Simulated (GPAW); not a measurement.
Consider Na2MoO4 (C2/c).

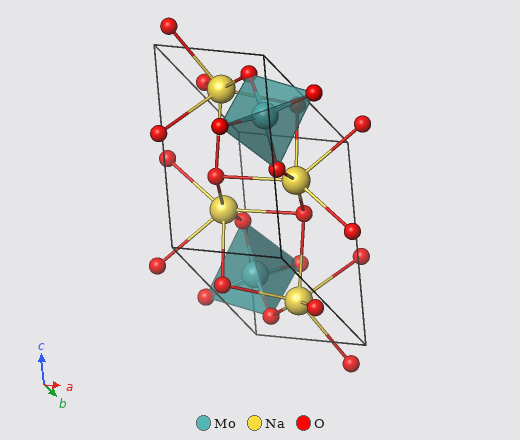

The structure (molybdenum teal, sodium yellow, oxygen red). Some periodic images of atoms are drawn too.

```cif
data_structure
_symmetry_space_group_name_H-M 'P 1'
_symmetry_Int_Tables_number 1
_cell_length_a 7.0721
_cell_length_b 7.0721
_cell_length_c 6.0420
_cell_angle_alpha 103.625
_cell_angle_beta 103.625
_cell_angle_gamma 126.651
_cell_volume 206.38
loop_
_atom_site_label
_atom_site_type_symbol
_atom_site_fract_x
_atom_site_fract_y
_atom_site_fract_z
_atom_site_occupancy
Mo1 Mo 0.87494 0.12506 0.75000 1
Mo2 Mo 0.12506 0.87494 0.25000 1
Na3 Na 0.19443 0.44466 0.38800 1
Na4 Na 0.55534 0.80557 0.11200 1
Na5 Na 0.44466 0.19443 0.88800 1
Na6 Na 0.80557 0.55534 0.61200 1
O7 O 0.14922 0.74425 0.45945 1
O8 O 0.78481 0.68996 0.04061 1
O9 O 0.25575 0.85078 0.04055 1
O10 O 0.31004 0.21519 0.45939 1
O11 O 0.21519 0.31004 0.95939 1
O12 O 0.85078 0.25575 0.54055 1
O13 O 0.74425 0.14922 0.95945 1
O14 O 0.68996 0.78481 0.54061 1
```

Absorber: atom 1, with 4 O at 1.77 Å (tetrahedral, site symmetry 2). Method: GPAW, LDA, full core hole (charged cell), 14-atom cell with 6.0 Å between holes, 3×3×3 k points, dipole transitions, Gaussian full width 1.78 eV up to 4 eV, rising linearly to 3.5 eV at 25 eV.

**Question.** Where do the maxima of the Mo L₃ edge fall?

Main maxima up to 30 eV above the zero (height): 0.6 eV (3.96), 2.2 eV (5.09) and 10.2 eV (0.50). At an L edge the dipole rule selects empty d (and weakly s) states on the absorber, and the strong line at the onset measures the empty part of its d band. 

The Mo L₃ spectrum (energy from the lowest empty level; intensity scaled to a mean of 1 over the first 20 eV; polarised curves are means over the symmetry-equivalent atoms):

```
E (eV)  isotropic  ε ∥ x  ε ∥ y  ε ∥ z
  -2.0       0.04   0.04   0.06   0.03
  -0.5       2.19   2.05   2.50   2.04
   1.0       3.87   4.13   3.80   3.69
   2.5       4.68   4.51   4.41   5.11
   4.0       0.47   0.44   0.37   0.58
   5.5       0.11   0.09   0.12   0.10
   7.0       0.17   0.17   0.16   0.19
   8.5       0.31   0.32   0.29   0.32
  10.0       0.49   0.50   0.51   0.47
  11.5       0.47   0.50   0.46   0.44
  13.0       0.49   0.47   0.50   0.48
  14.5       0.47   0.43   0.50   0.50
  16.0       0.43   0.40   0.44   0.46
  17.5       0.41   0.44   0.40   0.40
  19.0       0.43   0.49   0.42   0.38
  20.5       0.43   0.46   0.46   0.38
  22.0       0.41   0.40   0.46   0.36
  23.5       0.38   0.38   0.42   0.35
  25.0       0.38   0.37   0.38   0.38
  26.5       0.41   0.40   0.38   0.45
  28.0       0.39   0.39   0.36   0.43
  29.5       0.33   0.34   0.31   0.34
  31.0       0.29   0.29   0.28   0.30
```

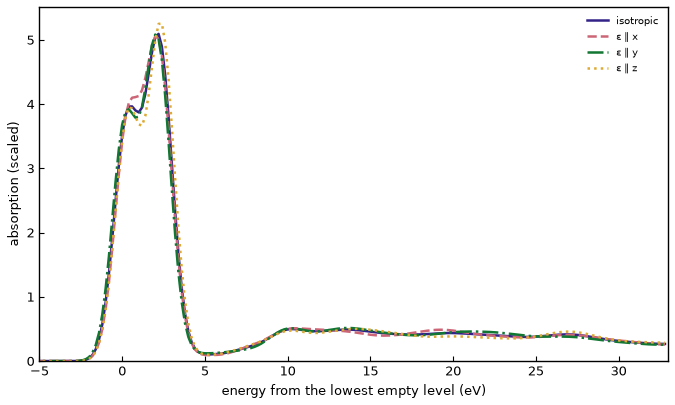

The Mo L₃ edge.

Only the L₃ part is meant: spin–orbit coupling of the core level isn't computed and the L₂ copy isn't added. The script folds with a Gaussian, whereas the core hole's own line is a Lorentzian, so the onset is too steep and the first peak too high. The holes are only 6.0 Å apart, so the shape is probably not converged with cell size; no larger cell was run here. The mesh is coarse (0.42 Å⁻¹ between points), so small maxima may be mesh ripples. The structure is a computed Materials Project entry and may be a hypothetical form.

[Banner, clock and machine lines of the logs are left out without a mark of their own.]

[Logs are printed without paths, hosts, clocks, repeated set-up lines and the standing remarks that a program may print on its own settings, such as how far it seeks lower states.]

[Hosts, paths, dates, database ids (printed as entryN), source tags and the programs' standing remarks are cut or masked in the printed files.]

[Lists of maxima count a maximum above −3 eV only where it reaches 4 % of the highest in the window and stands out from its surroundings by 2 % of it (1.5 % where it reaches 55 %); shoulders and weaker maxima are passed over, and of the rest the first, up to two pre-edge ones and the few strongest are named.]
